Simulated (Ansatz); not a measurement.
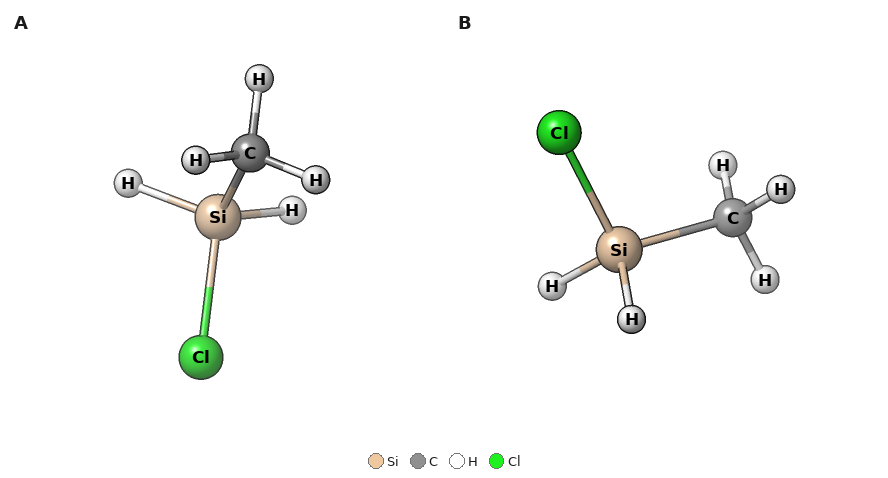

Depth is shown by fading: the farther an atom, the more it takes the colour of the background. The geometry was computed by an optimisation with PBE0-D4/def2-TZVP.

How are A and B related: the same structure turned, mirror images, conformers, diastereomers or constitutional isomers?

Answer. They are the same structure, CH5ClSi, seen from two directions. With point group Cs it is achiral, so its mirror image would be the same too.
